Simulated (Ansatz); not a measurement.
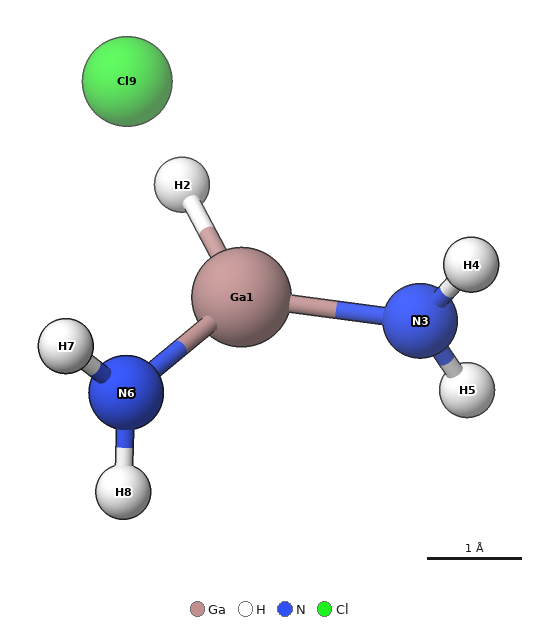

**Figure 1.** The structure of the first run (ball-and-stick view, seen at a tilt; atoms are numbered from 1 in the order of the input). Sticks mark near contacts. Bond lengths as drawn: Ga–H 1.82 Å, Ga–N 1.93 Å and H–N 1.06 Å.

# GaN2H5Cl: a failed or faulty run and its cure

System: GaN2H5Cl, multiplicity 2.
Method of the first run: UKS PBE/def2-SVP (Ansatz 0.2.0).

The run did not end well. The input holds or restrains some coordinates. Text and figures count atoms from 1; the logs count them from 0 in places.

## The input, the first run
```yaml
crystal:
  periodic: [false, false, false]
  atoms:
    - { symbol: Ga, position_ang: [0.0, 0.0, 0.0] }
    - { symbol: H, position_ang: [0.0, 0.0, 1.82] }
    - { symbol: "N", position_ang: [1.6714, 0.0, -0.965] }
    - { symbol: H, position_ang: [2.138, -0.9179, -1.2168] }
    - { symbol: H, position_ang: [2.1227, 0.9179, -1.2432] }
    - { symbol: "N", position_ang: [-1.6714, 0.0, -0.965] }
    - { symbol: H, position_ang: [-2.3403, -0.8164, -0.8664] }
    - { symbol: H, position_ang: [-1.9204, 0.8164, -1.5936] }
    - { symbol: Cl, position_ang: [0.0, 0.0, 3.49] }
magnetization:
  spin_polarized: true
  initial_magnetization: 1
basis:
  gaussian: { orbitals: def2-SVP }
hamiltonian:
  xc: pbe
relax:
  f_tol: 0.15
  max_steps: 25
  restrain:
    - { distance: [1, 8], at: 2.57, k: 30.0 }
    - { distance: [0, 1], at: 1.57, k: 30.0 }
```

Command:
```bash
ansatz run input.yaml --threads 4 --pin off --max-ram 5120MiB --backend cpu --events-out ev --progress --plain --runs-dir out
```

Hardware: 4 threads of Arm Neoverse V2, 24 GiB of memory available, shared host.

## Output, shortened to warnings, some set-up lines, iterations and results (the first run)
```
Error: geometry relaxation did not converge after 25 steps: max|allowed force component| = 7.75e-1 eV/Å without the restraints, 1.77e-1 eV/Å with the forces of `relax.restrain` added, the figure compared with `relax.f_tol` (threshold 1.5e-1). Raise `relax.max_steps` over both its present limit and 25, loosen `relax.f_tol`, or start from a geometry closer to equilibrium; or lower a very stiff …
[...]
mean field evaluation 1: about -67914.1665 eV, gradient 6.5e1 eV
mean field evaluation 2: about -67796.8911 eV, gradient 1.4e2 eV
mean field evaluation 4: about -67924.6180 eV, gradient 2.7e1 eV
mean field evaluation 8: about -67931.3933 eV, gradient 8.6e-1 eV
mean field evaluation 16: about -67931.3372 eV, gradient 2.2e-3 eV
[... 24 lines ...]
relax step  22: F+E_penalty+E_count = -67932.73396132 eV  Δ(F+E_penalty+E_count) = -2.472e-1 eV  max|allowed force component| = 7.978e-1 eV/Å  E_restraint = 0.03792869 eV  …
relax step  23: F+E_penalty+E_count = -67932.68614399 eV  Δ(F+E_penalty+E_count) = +4.782e-2 eV  max|allowed force component| = 1.405e0 eV/Å  E_restraint = 0.05145727 eV  …
relax step  24: F+E_penalty+E_count = -67932.78875083 eV  Δ(F+E_penalty+E_count) = -5.479e-2 eV  max|allowed force component| = 6.851e-1 eV/Å  E_restraint = 0.01786082 eV  …
mean field evaluation 320: about -67932.8026 eV, gradient 1.6e-3 eV
relax step  25: F+E_penalty+E_count = -67932.80260426 eV  Δ(F+E_penalty+E_count) = -1.385e-2 eV  max|allowed force component| = 7.754e-1 eV/Å  E_restraint = 0.00447421 eV  …
  distance H 1 - Cl 8 = 2.5859 Å
  distance Ga 0 - H 1 = 1.5767 Å
[...]
```

Diagnose this run and give a change of the input that cures it.

Answer. The run did not converge: “geometry relaxation did not converge after 25 steps: max|allowed force component| = 7.75e-1 eV/Å without the restraints, 1.77e-1 eV/Å with the forces of `relax.restrain` added, the figure compared with `relax.f_tol` (threshold 1.5e-1). Raise `relax.max_steps` over both its present limit and 25, loosen `relax.f_tol`, or start from a geometry closer to equilibrium …” Its last values are not results.

A run of the same system that converges differs from this input as follows (lines with − go, lines with + come):
```diff
-    - { distance: [1, 8], at: 2.57, k: 30.0 }
-    - { distance: [0, 1], at: 1.57, k: 30.0 }
+    - { distance: [1, 8], at: 1.37, k: 30.0 }
+    - { distance: [0, 1], at: 2.77, k: 30.0 }
```

## Output, shortened to warnings, some set-up lines, iterations and results (the second run)
```
[...]
mean field evaluation 1: about -67914.1665 eV, gradient 6.5e1 eV
mean field evaluation 2: about -67796.8911 eV, gradient 1.4e2 eV
mean field evaluation 4: about -67924.6180 eV, gradient 2.7e1 eV
mean field evaluation 8: about -67931.3933 eV, gradient 8.6e-1 eV
mean field evaluation 16: about -67931.3372 eV, gradient 2.2e-3 eV
[... 15 lines ...]
mean field evaluation 128: about -67932.4241 eV, gradient 7.4e-4 eV
relax step  13: F+E_penalty+E_count = -67932.42414155 eV  Δ(F+E_penalty+E_count) = -4.900e-3 eV  max|allowed force component| = 7.771e-1 eV/Å  E_restraint = 0.00851588 eV  …
relax step  14: F+E_penalty+E_count = -67932.41985450 eV  Δ(F+E_penalty+E_count) = +4.287e-3 eV  max|allowed force component| = 7.789e-1 eV/Å  E_restraint = 0.00883013 eV  …
relax step  15: F+E_penalty+E_count = -67932.42888034 eV  Δ(F+E_penalty+E_count) = -4.739e-3 eV  max|allowed force component| = 7.384e-1 eV/Å  E_restraint = 0.01005313 eV  …
mean field evaluation 160: about -67932.4289 eV, gradient 1.0e-2 eV
mean field -67932.42888034 eV, -2496.4707150985 hartree, gradient 2.1e-5 eV, S^2 0.751965; 1 other end points of the search recorded, 0 dependent functions left out
the calculation of the forces begins
reference -67932.42892211 eV, -2496.4707166334 hartree; 34, 33 occupied and 69, 70 virtual orbitals, 1184 factors
Total energy: -67932.42892211 eV, -2496.4707166334 hartree
Atom 0 at     0.005764     0.071160    -0.211081 Å, force    -0.031120    -0.001310     0.183609 eV/Å
Atom 1 at     0.008707     0.072604     2.553483 Å, force    -0.025951    -0.048515     0.575198 eV/Å
Atom 2 at     1.542951     0.271578    -1.264329 Å, force     0.012403    -0.006412    -0.008918 eV/Å
Atom 3 at     1.735916    -0.526967    -1.885155 Å, force     0.007964     0.008340    -0.005635 eV/Å
Atom 4 at     2.408895     0.494199    -0.759801 Å, force     0.012150    -0.004397    -0.001654 eV/Å
Atom 5 at    -1.540831    -0.298633    -1.196630 Å, force    -0.003388     0.012567    -0.013963 eV/Å
Atom 6 at    -2.419297    -0.383382    -0.672801 Å, force     0.007314    -0.004221     0.002622 eV/Å
Atom 7 at    -1.702235     0.328029    -1.997166 Å, force    -0.005289    -0.008513     0.007151 eV/Å
Atom 8 at    -0.039870    -0.028588     3.893479 Å, force     0.025917     0.052461    -0.738409 eV/Å
Dipole moment:     0.014075     0.017576    -0.583782 e Å
```

## The two runs side by side

```csv
quantity,the first run,the second run
outcome,not converged,converged
total energy (hartree),–,−2496.470717
⟨S²⟩,–,0.752
largest force (eV/Å),–,0.741
basis functions,–,103
wall time (shared host),55 s,29 s
```
